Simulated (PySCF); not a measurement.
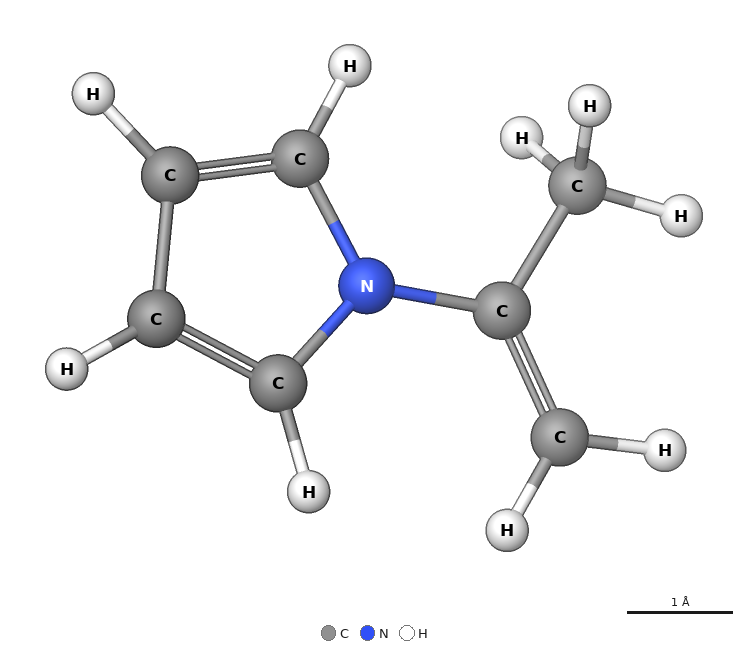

Ball-and-stick drawing of a structure. Double and triple bonds are drawn as two and three sticks.

The computed structure is the end point of a PBE0-D3(BJ)/def2-SVP optimisation. No frequency run is at hand to confirm it as a minimum.

What is the molecular formula?

C7H9N, 17 atoms: 7 carbon, 9 hydrogen and 1 nitrogen.

Name functional groups in it.

Among them: alkene.

Write the SMILES.

C=C(C)n1cccc1

Does it have rings?

Independent rings (smallest set): 1 of 5 members, 1 of them aromatic.

The parts below concern this one geometry. Atoms keep their numbers from picture to picture.

### Geometry

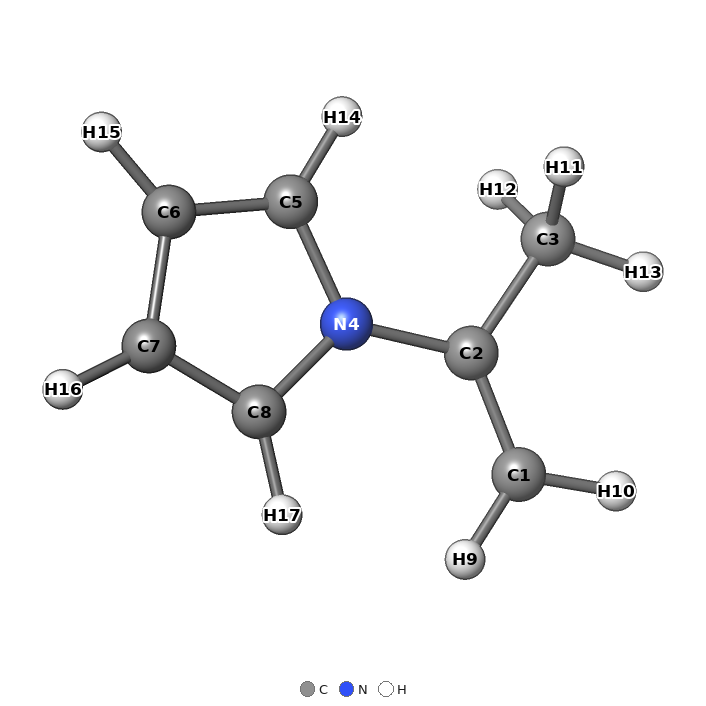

No frequency run is at hand to confirm it as a minimum.

Describe the coordination of atom 1.

C1 has 3 neighbours (C2 at 1.34, H9 at 1.09, H10 at 1.09 Å); the arrangement is trigonal planar.

How are the neighbours of atom 7 arranged?

C7 has 3 neighbours (C6 at 1.42, C8 at 1.37, H16 at 1.09 Å); the arrangement is trigonal planar.

Describe the coordination of atom 8.

C8 has 3 neighbours (N4 at 1.38, C7 at 1.37, H17 at 1.09 Å); the arrangement is trigonal planar.

What is the geometry at C6?

C6 has 3 neighbours (C5 at 1.37, C7 at 1.42, H15 at 1.09 Å); the arrangement is trigonal planar.

Which bond is the longest?

C2–C3, 1.497 Å.

What is the dihedral angle C2–N4–C5–C6?

180° in size, that is anti.

### Electronic properties

No frequency run is at hand to confirm it as a minimum. Level of theory: CAM-B3LYP/def2-SVPD, gas phase (PySCF 2.14.0). Excitations: vertical, linear response.

Estimate the HOMO energy (Kohn–Sham orbital).

−7.49 eV.

Give the brightest of the 6 lowest singlets at this level.

5.53 eV.

Give the mean static polarisability at this level.

91.0 bohr³.

What is the LUMO energy (Kohn–Sham orbital)?

0.56 eV.

### Ring current

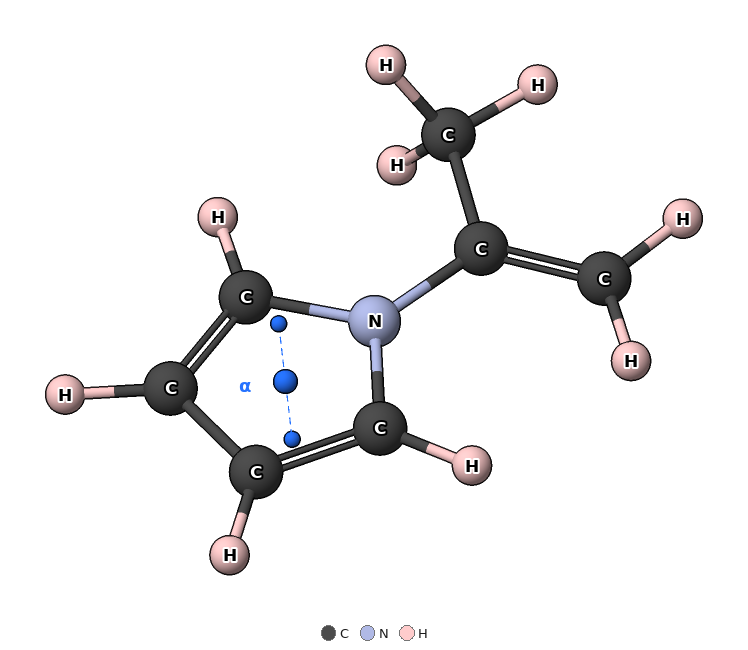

The small points mark where nucleus-independent chemical shifts (NICS) were computed: at the centre of each lettered ring and 1 Å above and below it. No frequency run is at hand to confirm it as a minimum. Properties computed with GIAO PBE0/pcSseg-1 NMR shielding, non-relativistic, IEF-PCM water (PySCF 2.14.0).

Give NICS(0), NICS(1) and the out-of-plane component NICS(1)zz for each ring (means of the two sides).

| ring | members | NICS(0) | NICS(1) | NICS(1)zz |
| --- | --- | --- | --- | --- |
| α | C4N | −11.7 | −10.2 | −26.0 |

Values in ppm.

What do the values say about the ring currents?

Ring α: diatropic, as in an aromatic ring. NICS is one index among several.

### NMR shielding

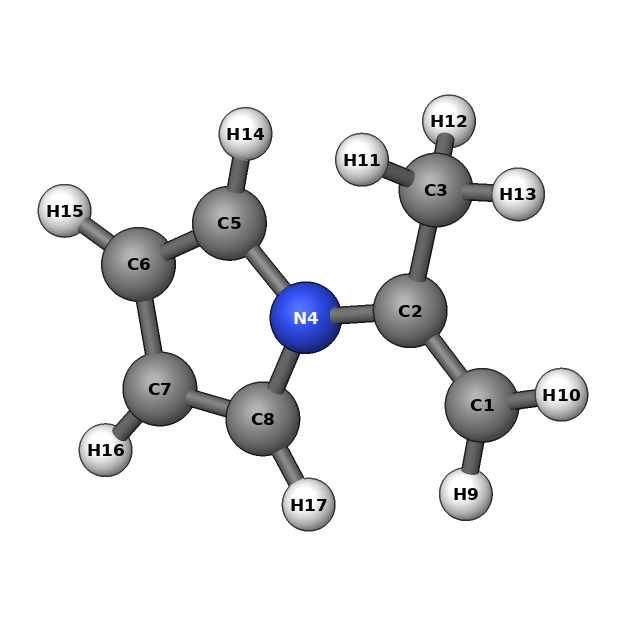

No frequency run is at hand to confirm it as a minimum. Method: GIAO PBE0/pcSseg-1 NMR shielding, non-relativistic, IEF-PCM chloroform (PySCF 2.14.0). Principal shieldings σ11 ≤ σ22 ≤ σ33, span Ω = σ33 − σ11, skew κ = 3(σiso − σ22)/Ω.

Give the shielding tensors of the N atoms.

| atom | σ11 | σ22 | σ33 | σiso | Ω | κ |
| --- | --- | --- | --- | --- | --- | --- |
| N4 | −13.5 | 9.9 | 160.7 | 52.4 | 174.2 | 0.73 |

Shieldings and span in ppm.
